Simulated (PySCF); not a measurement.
Energy landscape of H2Be, singlet: collinear H-Be-H surface. Scanned: H-Be distance and Be-H distance.

Method: PySCF with restricted B3LYP/3-21G.

Energy in kcal/mol above the lowest grid point; x is the H-Be distance (Å), y the Be-H distance (Å).

```csv
y \ x,1.13,1.19,1.27,1.34,1.41,1.45,1.54,1.66,1.75,1.86,2
2,46.1,40.4,36.3,35.4,36.1,37.2,40.8,47.4,53.2,60.6,70.4
1.89,38.3,32.6,28.6,27.6,28.4,29.4,33.1,39.7,45.4,52.9,62.7
1.70,25.3,19.6,15.6,14.7,15.5,16.5,20.2,26.8,32.6,40.1,49.9
1.63,21.0,15.3,11.3,10.4,11.2,12.2,15.9,22.5,28.3,35.8,45.6
1.53,15.6,9.9,5.9,5.0,5.8,6.9,10.6,17.2,23.0,30.5,40.4
1.45,12.3,6.7,2.7,1.8,2.7,3.7,7.4,14.0,19.8,27.3,37.2
1.39,10.8,5.2,1.2,0.3,1.2,2.3,5.9,12.6,18.4,25.9,35.8
1.31,10.4,4.8,0.9,0.0,0.9,2.0,5.6,12.3,18.1,25.6,35.5
1.27,11.1,5.5,1.6,0.8,1.6,2.7,6.4,13.1,18.9,26.5,36.3
1.19,14.9,9.3,5.5,4.7,5.6,6.7,10.4,17.1,22.9,30.5,40.4
1.13,20.4,14.9,11.1,10.3,11.2,12.3,16.1,22.8,28.6,36.2,46.1
```

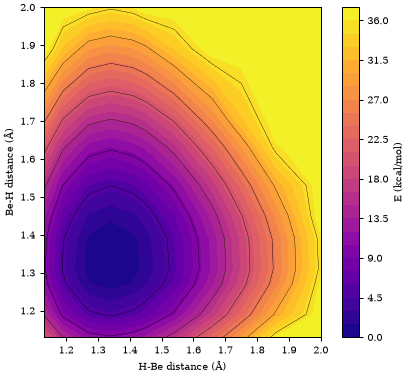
*Energy surface, cut off at 37 kcal/mol.*

Points that lie below all their neighbours on the grid: x = 1.34, y = 1.31 (0.0 kcal/mol).
